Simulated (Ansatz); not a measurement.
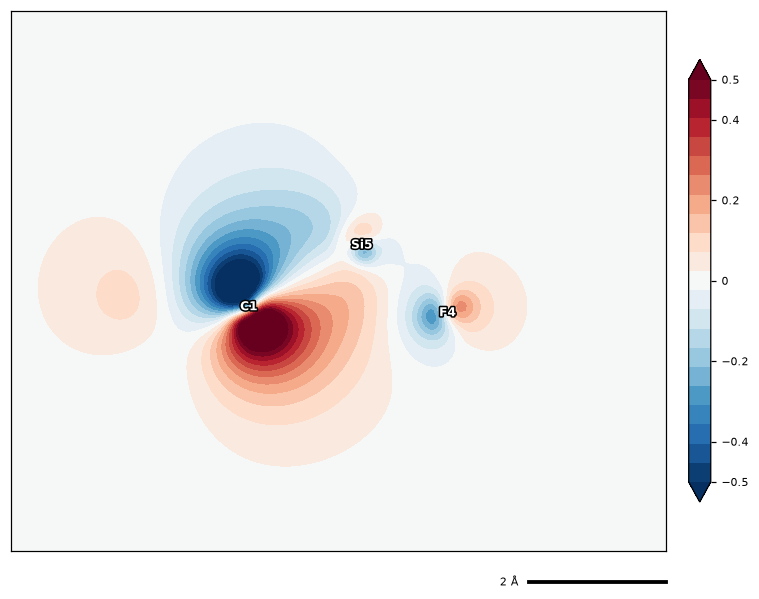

CClF$_{2}$Si (charge +1). One frontier orbital on the plane of atoms C1, Si5 and F4 (values in Å⁻³ᐟ²; the overall sign is arbitrary).

Geometry: BLYP-D3(BJ)/def2-SVP.

The calculation used isolated molecule in a Gaussian basis; Kohn-Sham density functional theory, functional PBE0 in Ansatz 0.2.0.

Input

```
crystal:
  periodic: [false, false, false]
  atoms:
    - {symbol: C, position_ang: [-2.551530, 0.727086, -2.597263]}
    - {symbol: Cl, position_ang: [-1.192183, 1.575242, -2.439895]}
    - {symbol: F, position_ang: [-3.719833, -1.733888, -1.599399]}
    - {symbol: F, position_ang: [-5.159873, 0.528868, -1.343771]}
    - {symbol: Si, position_ang: [-3.714792, -0.148674, -1.404481]}
basis:
  gaussian:
    orbitals: def2-TZVPD
total_charge: 1
hamiltonian:
  xc: pbe0
output: {forces: true, orbitals: {seedname: orbitals}}
```

Command:

```sh
ansatz run input.yaml --threads 1 --pin off --max-ram 2610MiB --events-out events.jsonl --progress --plain --runs-dir runs
```

Which orbital is it: HOMO or LUMO?

The LUMO, at −10.69 eV. Its weight (Hirshfeld) is mainly on C1 (about 55 %) and Cl2 (about 30 %); π-antibonding (π*) across C1–Cl2.
